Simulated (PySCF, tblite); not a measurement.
# C₅H₁₄BN: a rotation path, then NMR shifts on frames, part 2 of 2

tblite 0.8.0 and PySCF 2.14.0. Atoms count from 0. The steps go on from the part before.

## 5. NMR shieldings: image 4, PBE0/pcSseg-1

The job: settings as JSON, then the geometry in Å.

```
{"job": {"kind": "nmr", "xc": "PBE0", "basis": "pcSseg-1", "pop": false}, "charge": 0, "multiplicity": 1}
B     -3.206300    -0.344900     0.126900
N     -1.594300    -0.411300     0.430400
C     -0.893800     0.855400     0.245300
C      0.582400     0.770200     0.628300
C      1.349700    -0.193200    -0.260200
C      2.673700     0.207300    -0.837300
C      2.610500    -0.830400     0.240900
H     -3.314100     0.002600    -1.008000
H     -3.653400     0.444000     0.900000
H     -3.603100    -1.454600     0.312700
H     -1.487100    -0.739300     1.385800
H     -1.218300    -1.121400    -0.189700
H     -1.402900     1.603600     0.856100
H     -1.000700     1.148800    -0.800900
H      1.018800     1.768300     0.556000
H      0.662500     0.460800     1.675500
H      0.726200    -0.810700    -0.896600
H      3.058000     1.183000    -0.581400
H      2.918100    -0.106400    -1.839800
H      2.811700    -1.859800    -0.016500
H      2.953500    -0.555200     1.226900
```

Method: GIAO PBE0/pcSseg-1 NMR shielding, non-relativistic, gas phase.

Log:

```text
coarse grid: 16264 points
cycle   1  E = -278.0374632819  dE =  7.393e-01  |g| = 4.576e-01  |ddm| = 3.783e+00
cycle   2  E = -278.0533541390  dE = -1.589e-02  |g| = 4.283e-01  |ddm| = 9.415e-01
cycle   3  E = -278.1050973330  dE = -5.174e-02  |g| = 5.485e-02  |ddm| = 4.379e-01
cycle   4  E = -278.1057123097  dE = -6.150e-04  |g| = 2.088e-02  |ddm| = 7.019e-02
cycle   5  E = -278.1058254633  dE = -1.132e-04  |g| = 3.764e-03  |ddm| = 2.239e-02
cycle   6  E = -278.1058285876  dE = -3.124e-06  |g| = 1.557e-03  |ddm| = 4.285e-03
final grid: 153448 points
cycle   7  E = -278.1445088489  dE = -6.682e-05  |g| = 1.040e-02  |ddm| = 4.106e-02
cycle   8  E = -278.1445009985  dE =  7.850e-06  |g| = 1.206e-02  |ddm| = 1.902e-02
cycle   9  E = -278.1445365332  dE = -3.553e-05  |g| = 9.012e-04  |ddm| = 9.925e-03
cycle  10  E = -278.1445367069  dE = -1.737e-07  |g| = 2.271e-04  |ddm| = 7.408e-04
cycle  11  E = -278.1445367168  dE = -9.857e-09  |g| = 6.100e-05  |ddm| = 1.909e-04
cycle  12  E = -278.1445367177  dE = -8.984e-10  |g| = 1.327e-05  |ddm| = 6.403e-05
converged SCF energy = -278.1445367177

GIAO shielding tensors (ppm)
atom      isotropic    diamagn.    paramagn.     s11        s22        s33       span
  0 B      124.053     184.339     -60.286    107.204    108.813    156.141     48.937
  1 N      207.899     320.436    -112.537    188.047    208.282    227.369     39.323
  2 C      135.883     248.512    -112.629    112.059    136.146    159.443     47.383
  3 C      147.485     248.015    -100.530    134.428    142.307    165.721     31.293
  4 C      178.231     245.923     -67.692    153.276    161.030    220.388     67.112
  5 C      175.069     253.865     -78.795    141.022    173.599    210.587     69.565
  6 C      177.791     253.988     -76.197    146.085    175.345    211.943     65.858
  7 H       29.801      28.594       1.207     26.761     27.793     34.849      8.089
  8 H       29.795      28.495       1.301     26.839     27.744     34.803      7.964
  9 H       29.623      28.372       1.251     26.537     27.476     34.855      8.317
 10 H       29.424      33.197      -3.773     22.088     28.119     38.066     15.978
 11 H       28.354      34.644      -6.290     20.255     29.155     35.653     15.398
 12 H       28.749      31.264      -2.514     23.358     28.828     34.062     10.704
 13 H       28.867      32.219      -3.351     23.965     29.504     33.133      9.168
 14 H       30.215      32.340      -2.125     24.388     30.663     35.595     11.208
 15 H       30.198      33.309      -3.111     24.973     30.444     35.178     10.205
 16 H       31.733      33.942      -2.209     23.741     31.907     39.551     15.810
 17 H       31.503      31.515      -0.012     26.024     28.691     39.792     13.768
 18 H       30.948      30.799       0.149     25.145     26.612     41.088     15.943
 19 H       31.011      30.971       0.040     25.343     26.751     40.939     15.596
 20 H       31.636      31.573       0.062     26.202     28.695     40.010     13.808
```

It took 21 s on 1 thread of INTEL XEON PLATINUM 8581C at 2.10GHz, shared host; peak memory 0.95 GiB.

In short: δ C2 51.0, C3 39.4, C5 11.9, C6 9.1, H11 3.36, H12 2.97 ppm.

## 6. Shielding tensors: image 6, PBE0/pcSseg-1

The job: settings as JSON, then the geometry in Å.

```
{"job": {"kind": "nmr", "xc": "PBE0", "basis": "pcSseg-1", "pop": false}, "charge": 0, "multiplicity": 1}
B     -3.120200    -0.495500     0.294300
N     -1.489200    -0.405800     0.469300
C     -0.928800     0.904000     0.155400
C      0.574200     0.979700     0.413700
C      1.349800     0.008200    -0.456900
C      2.835500     0.161800    -0.585200
C      2.265800    -0.999800     0.169500
H     -3.346700    -0.237900    -0.847100
H     -3.575600     0.306800     1.049500
H     -3.405100    -1.617200     0.583100
H     -1.286300    -0.656600     1.432400
H     -1.086300    -1.116800    -0.133100
H     -1.458400     1.644600     0.757900
H     -1.142700     1.115600    -0.894500
H      0.906100     2.001800     0.217800
H      0.775200     0.772200     1.468700
H      0.820200    -0.299200    -1.352000
H      3.306000     0.955500    -0.025300
H      3.293900    -0.024700    -1.543600
H      2.341900    -1.985300    -0.265300
H      2.361900    -0.994400     1.245500
```

Method: GIAO PBE0/pcSseg-1 NMR shielding, non-relativistic, gas phase.

Log:

```text
coarse grid: 16264 points
cycle   1  E = -278.0384152505  dE =  7.342e-01  |g| = 4.553e-01  |ddm| = 3.780e+00
cycle   2  E = -278.0547724716  dE = -1.636e-02  |g| = 4.235e-01  |ddm| = 9.305e-01
cycle   3  E = -278.1055322497  dE = -5.076e-02  |g| = 5.407e-02  |ddm| = 4.302e-01
cycle   4  E = -278.1061277030  dE = -5.955e-04  |g| = 2.084e-02  |ddm| = 6.944e-02
cycle   5  E = -278.1062403437  dE = -1.126e-04  |g| = 3.568e-03  |ddm| = 2.222e-02
cycle   6  E = -278.1062431933  dE = -2.850e-06  |g| = 1.451e-03  |ddm| = 4.152e-03
final grid: 153448 points
cycle   7  E = -278.1465097754  dE = -7.537e-05  |g| = 1.057e-02  |ddm| = 4.454e-02
cycle   8  E = -278.1465021764  dE =  7.599e-06  |g| = 1.214e-02  |ddm| = 1.932e-02
cycle   9  E = -278.1465385308  dE = -3.635e-05  |g| = 9.162e-04  |ddm| = 1.012e-02
cycle  10  E = -278.1465387104  dE = -1.796e-07  |g| = 2.544e-04  |ddm| = 8.390e-04
cycle  11  E = -278.1465387229  dE = -1.259e-08  |g| = 6.516e-05  |ddm| = 1.961e-04
cycle  12  E = -278.1465387239  dE = -9.787e-10  |g| = 1.515e-05  |ddm| = 6.726e-05
converged SCF energy = -278.1465387239

GIAO shielding tensors (ppm)
atom      isotropic    diamagn.    paramagn.     s11        s22        s33       span
  0 B      123.913     184.491     -60.578    106.793    108.705    156.240     49.447
  1 N      207.740     320.432    -112.692    190.034    208.990    224.197     34.163
  2 C      134.252     248.400    -114.148    110.657    134.073    158.027     47.370
  3 C      147.087     247.975    -100.888    135.944    140.581    164.735     28.791
  4 C      176.714     247.238     -70.523    151.218    156.426    222.498     71.280
  5 C      180.227     255.758     -75.531    148.644    176.692    215.345     66.700
  6 C      174.706     251.860     -77.155    139.879    173.940    210.298     70.419
  7 H       29.806      28.711       1.095     26.802     27.766     34.850      8.048
  8 H       29.814      28.638       1.175     26.869     27.750     34.823      7.953
  9 H       29.628      28.574       1.054     26.510     27.498     34.875      8.365
 10 H       29.355      33.710      -4.355     22.093     28.229     37.744     15.651
 11 H       28.424      35.110      -6.686     20.485     29.130     35.657     15.172
 12 H       28.680      31.172      -2.491     23.324     28.760     33.957     10.633
 13 H       28.879      32.045      -3.165     24.149     29.331     33.157      9.008
 14 H       29.645      31.669      -2.024     23.461     29.931     35.542     12.081
 15 H       30.875      33.415      -2.540     26.394     30.647     35.586      9.192
 16 H       31.616      33.412      -1.796     24.533     30.688     39.626     15.093
 17 H       31.553      31.465       0.088     25.687     28.800     40.172     14.485
 18 H       31.053      30.768       0.285     25.089     26.672     41.397     16.308
 19 H       30.982      30.916       0.067     25.698     26.384     40.865     15.167
 20 H       31.697      31.801      -0.105     26.804     28.557     39.729     12.925
```

Wall time 22 s (1 thread of INTEL XEON PLATINUM 8581C at 2.10GHz, shared host); peak memory 0.89 GiB.

Key values: δ C2 52.7, C3 39.8, C6 12.2, C4 10.2, H11 3.29, H12 3.04 ppm.

## 7. NMR shieldings: image 8, PBE0/pcSseg-1

The job: settings as JSON, then the geometry in Å.

```
{"job": {"kind": "nmr", "xc": "PBE0", "basis": "pcSseg-1", "pop": false}, "charge": 0, "multiplicity": 1}
B     -2.934300    -0.674700     0.406000
N     -1.330900    -0.353800     0.554700
C     -0.927200     0.976500     0.112000
C      0.580800     1.202900     0.238200
C      1.367100     0.217900    -0.598400
C      2.825700     0.004400    -0.329400
C      1.839600    -1.076700    -0.003300
H     -3.193300    -0.551100    -0.751000
H     -3.498100     0.117400     1.096000
H     -3.062000    -1.797000     0.791300
H     -1.101200    -0.485600     1.534900
H     -0.839000    -1.060400     0.015600
H     -1.476800     1.710400     0.704900
H     -1.241100     1.085800    -0.928300
H      0.808700     2.220500    -0.088100
H      0.882800     1.116200     1.285300
H      1.056300     0.193500    -1.636800
H      3.273400     0.544600     0.491100
H      3.491300    -0.138700    -1.166100
H      1.831100    -1.966200    -0.615500
H      1.638200    -1.268900     1.040900
```

Method: GIAO PBE0/pcSseg-1 NMR shielding, non-relativistic, gas phase.

Log:

```text
coarse grid: 16264 points
cycle   1  E = -278.0443701485  dE =  7.321e-01  |g| = 4.508e-01  |ddm| = 3.791e+00
cycle   2  E = -278.0613199346  dE = -1.695e-02  |g| = 4.149e-01  |ddm| = 9.118e-01
cycle   3  E = -278.1102891009  dE = -4.897e-02  |g| = 5.408e-02  |ddm| = 4.168e-01
cycle   4  E = -278.1108822063  dE = -5.931e-04  |g| = 2.102e-02  |ddm| = 6.866e-02
cycle   5  E = -278.1109959072  dE = -1.137e-04  |g| = 3.482e-03  |ddm| = 2.190e-02
cycle   6  E = -278.1109986157  dE = -2.709e-06  |g| = 1.419e-03  |ddm| = 4.162e-03
final grid: 153448 points
cycle   7  E = -278.1500873889  dE = -6.461e-05  |g| = 1.015e-02  |ddm| = 3.798e-02
cycle   8  E = -278.1500798160  dE =  7.573e-06  |g| = 1.175e-02  |ddm| = 1.843e-02
cycle   9  E = -278.1501139320  dE = -3.412e-05  |g| = 8.664e-04  |ddm| = 9.828e-03
cycle  10  E = -278.1501140959  dE = -1.639e-07  |g| = 2.198e-04  |ddm| = 7.673e-04
cycle  11  E = -278.1501141052  dE = -9.304e-09  |g| = 6.260e-05  |ddm| = 1.700e-04
cycle  12  E = -278.1501141061  dE = -9.061e-10  |g| = 1.387e-05  |ddm| = 6.558e-05
converged SCF energy = -278.1501141061

GIAO shielding tensors (ppm)
atom      isotropic    diamagn.    paramagn.     s11        s22        s33       span
  0 B      124.268     184.971     -60.703    107.490    108.957    156.357     48.866
  1 N      207.112     321.341    -114.230    193.789    203.738    223.808     30.019
  2 C      134.477     248.155    -113.678    109.081    134.483    159.868     50.787
  3 C      147.501     248.012    -100.511    135.608    146.219    160.678     25.069
  4 C      175.587     249.257     -73.670    146.866    159.103    220.793     73.927
  5 C      183.750     256.893     -73.143    152.058    177.863    221.329     69.271
  6 C      178.594     251.239     -72.645    145.480    176.807    213.496     68.015
  7 H       29.835      29.107       0.728     26.827     27.768     34.911      8.084
  8 H       29.821      28.823       0.998     26.864     27.716     34.885      8.021
  9 H       29.646      28.914       0.731     26.463     27.516     34.958      8.495
 10 H       29.491      33.917      -4.425     22.500     28.294     37.681     15.182
 11 H       28.129      35.880      -7.751     19.151     28.940     36.296     17.145
 12 H       28.697      30.972      -2.274     23.421     28.581     34.090     10.669
 13 H       28.865      31.978      -3.113     24.238     29.151     33.205      8.968
 14 H       29.425      30.669      -1.244     23.774     28.678     35.824     12.050
 15 H       31.397      33.088      -1.691     26.751     30.981     36.459      9.707
 16 H       31.272      32.782      -1.510     24.732     28.881     40.203     15.470
 17 H       31.653      31.689      -0.035     25.442     28.863     40.656     15.214
 18 H       31.151      30.611       0.539     25.008     26.643     41.800     16.792
 19 H       31.086      31.102      -0.017     25.873     26.354     41.031     15.158
 20 H       31.834      32.486      -0.651     27.346     28.687     39.470     12.125
```

Wall time 20 s (1 thread of INTEL XEON PLATINUM 8581C at 2.10GHz, shared host); peak memory 0.89 GiB.

In short: δ C2 52.4, C3 39.4, C4 11.3, C6 8.3, H11 3.59, H12 3.02 ppm.

## 8. Comparing the runs: NMR shifts

Shifts (ppm) of some atoms, chosen among heavy atoms and hydrogens apart, with basis size and wall time:

```csv
frame,C2,C4,C6,C5,H15,H14,N1,functions,time
image 0,51.0,10.0,8.9,4.2,2.01,0.54,58.3,189,25 s
image 2,50.3,9.4,5.4,9.5,1.85,0.73,59.8,189,23 s
image 4,51.0,8.7,9.1,11.9,1.52,1.50,59.8,189,21 s
image 6,52.7,10.2,12.2,6.7,0.84,2.07,60.0,189,22 s
image 8,52.4,11.3,8.3,3.2,0.32,2.29,60.6,189,20 s
```

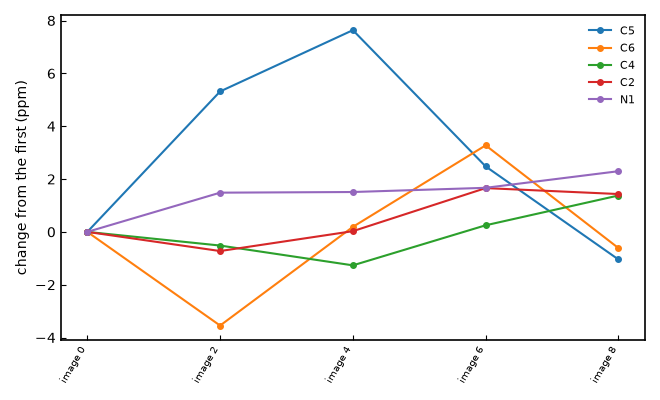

How five of the tabulated atoms move from run to run.

## 9. Results

This closing draws on all 2 parts.

| quantity | value |
| --- | --- |
| lowest and highest image | -0.034 and 0.085 eV |
| ¹³C shifts against TMS (PBE0/pcSseg-1, image 0) | 51.0, 38.6, 10.0, 8.9, 4.2 ppm |
| ¹H shifts against TMS (PBE0/pcSseg-1, image 0) | 3.21, 2.89, 2.77, 2.32, 2.10, 2.01, 1.94, 1.92, 0.73, 0.54, 0.54, 0.50, 0.22, 0.06 ppm |
| ¹¹B shifts against BF3·OEt2 (PBE0/pcSseg-1, image 0) | -23.7 ppm |
| ¹⁵N shifts against NH3 (PBE0/pcSseg-1, image 0) | 58.3 ppm |
| range of the shift of C5 | 3.2 to 11.9 ppm |

In words: The band dips 0.8 kcal/mol below its start, so the start is not the lowest point of the turn; from the lowest image the climb to the highest is 2.7 kcal/mol (GFN2-xTB, rough). Shifts at one fixed geometry are not the observed spectrum, which averages over the motion. Across the 5 runs the shift of C5 moves most, between 3.2 (image 8) and 11.9 ppm (image 4).
